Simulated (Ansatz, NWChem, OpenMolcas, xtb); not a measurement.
# A ladder of methods for CH5FOSi (SMILES C[SiH](O)F)

CH5FOSi has 9 atoms, charge 0, and is taken as a singlet. SMILES: `C[SiH](O)F`. Geometry: relaxed at PBE0-D4/def2-TZVP. This is one conformer, not always the lowest.

Each level gives the HOMO–LUMO gap (eV). The values are calculated.

```csv
level,kind,program,value (eV),CPU time
GFN0-xTB,semi-empirical,xtb,6.35,under 2 s
HF/def2-SVP,Hartree–Fock,OpenMolcas,16.79,5.5 s
SVWN5/def2-SVP,LDA,Ansatz,7.58,3.8 s
revPBE/def2-SVP,GGA,OpenMolcas,7.66,23 s
TPSS/def2-SVP,meta-GGA,OpenMolcas,8.04,32 s
PBE0/def2-SVP,global hybrid,NWChem,10.13,19 s
HSE06/def2-SVP,range-separated hybrid,Ansatz,9.34,7 s
wB97X/def2-SVP,range-separated hybrid,Ansatz,14.78,25 s
PBE-QIDH/def2-SVP,double hybrid,Ansatz,14.26,9.3 s
```

The values span 6.35 to 16.79 eV. Orbital gaps aren't excitation energies, and those of double hybrids come from the SCF part alone; they tend to grow with the share of exact exchange. Times are those of the runs behind each value, whatever else they computed, on shared processors of several kinds: orders of magnitude only.

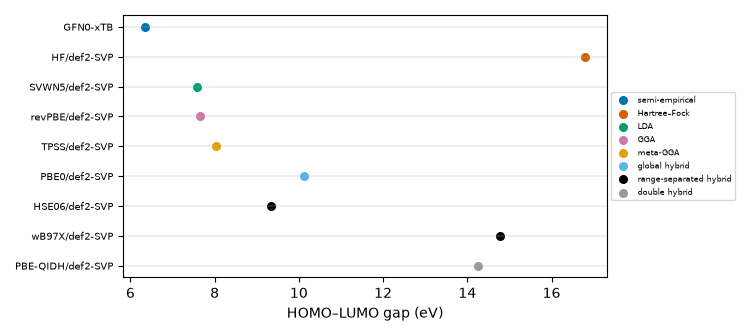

The values of the table, level by level.
